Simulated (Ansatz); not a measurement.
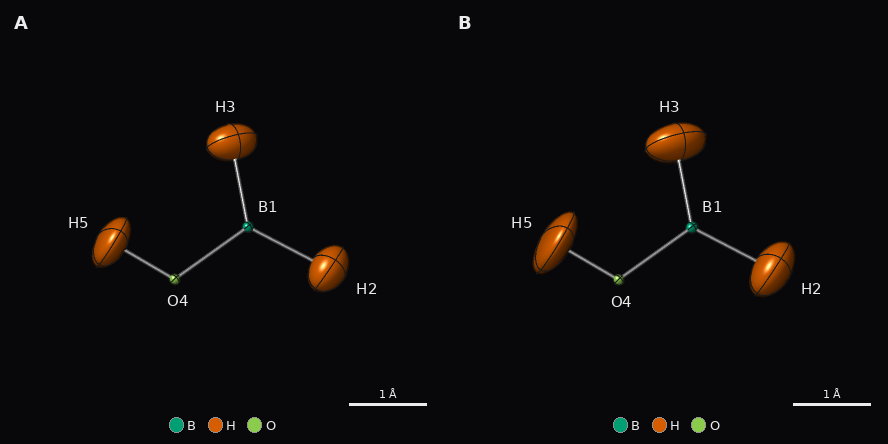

Displacement ellipsoids at the 50 % level, scaled by 2, from the internal vibrations of the free molecule (harmonic, no overall translation or rotation; no half-axis is drawn under 0.075 Å). Vibrations computed with RKS PBE0-D4/def2-TZVP (Ansatz 0.2.0). One panel is for 298 K, the other for 900 K.

**Which panel is for 900 K?**

B.

**How much does the mean-square displacement of H5 grow, and why?**

U_eq goes from 0.0115 to 0.0176 Å², a factor of 1.5. The lowest modes (from 783 cm⁻¹) begin to be excited.
